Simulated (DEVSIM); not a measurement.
Structure: Mo/SiON/n-Si capacitor, at 300 K.

```csv
layer (left to right),material,thickness (nm),Nd (cm⁻³)
1,SiON,8.70,-
2,Si,17000,1.2e15
```

Metal gate on the left, work function 4.6 eV. Fixed charge at the semiconductor interface -6.15e11 cm⁻² (in units of +e); no interface traps.

The device is made up for the run: typed textbook-type constants, with dimensions and the other settings drawn at random. Values at 300 K.

| parameter | SiON | Si |
|---|---|---|
| gap (eV) | 7 | 1.124 |
| affinity (eV) | 1.4 | 4.05 |
| permittivity | 5.5 | 11.7 |
| Nc (cm⁻³) | - | 2.86e19 |
| Nv (cm⁻³) | - | 3.1e19 |

Simulated with DEVSIM: 1D Poisson equation in equilibrium, Boltzmann statistics, complete ionisation; no quantum confinement or tunnelling. Metal contacts follow the ideal Schottky-Mott rule: no Fermi-level pinning, no interface dipoles.

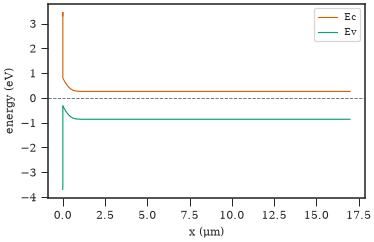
*Band edges at -0.1 V on the gate*

Energies count from the Fermi level of the right contact; mesh points crowd at the junctions.

| x (μm) | Ec (eV) | Ev (eV) | n (cm⁻³) | p (cm⁻³) | field (V/cm) |
|---|---|---|---|---|---|
| 0.000 | 3.300 | -3.700 | < 1e2 | < 1e2 | 170000 |
| 0.001594 | 3.328 | -3.672 | < 1e2 | < 1e2 | 170000 |
| 0.004495 | 3.378 | -3.622 | < 1e2 | < 1e2 | 170000 |
| 0.007391 | 3.428 | -3.572 | < 1e2 | < 1e2 | 170000 |
| 0.009224 | 0.800 | -0.324 | 1100000 | 1.1e14 | -14000 |
| 0.01189 | 0.796 | -0.328 | 1200000 | 9.6e13 | -14000 |
| 0.01878 | 0.787 | -0.337 | 1800000 | 6.6e13 | -14000 |
| 0.04563 | 0.751 | -0.373 | 7000000 | 1.7e13 | -13000 |
| 0.1059 | 0.675 | -0.449 | 1.3e8 | 8.8e11 | -12000 |
| 0.2533 | 0.518 | -0.606 | 5.7e10 | 2.0e9 | -9300 |
| 0.6424 | 0.295 | -0.829 | 3.1e14 | 370000 | -2400 |
| 2.233 | 0.261 | -0.863 | 1.2e15 | 97000 | ≈ 0 |
| 5.564 | 0.261 | -0.863 | 1.2e15 | 97000 | ≈ 0 |
| 11.90 | 0.261 | -0.863 | 1.2e15 | 97000 | ≈ 0 |
| 15.55 | 0.261 | -0.863 | 1.2e15 | 97000 | ≈ 0 |
| 16.43 | 0.261 | -0.863 | 1.2e15 | 97000 | ≈ 0 |
| 16.78 | 0.261 | -0.863 | 1.2e15 | 97000 | ≈ 0 |
| 16.92 | 0.261 | -0.863 | 1.2e15 | 97000 | ≈ 0 |
| 16.98 | 0.261 | -0.863 | 1.2e15 | 97000 | ≈ 0 |
| 17.00 | 0.261 | -0.863 | 1.2e15 | 97000 | ≈ 0 |
| 17.01 | 0.261 | -0.863 | 1.2e15 | 97000 | ≈ 0 |
| 17.01 | 0.261 | -0.863 | 1.2e15 | 97000 | ≈ 0 |
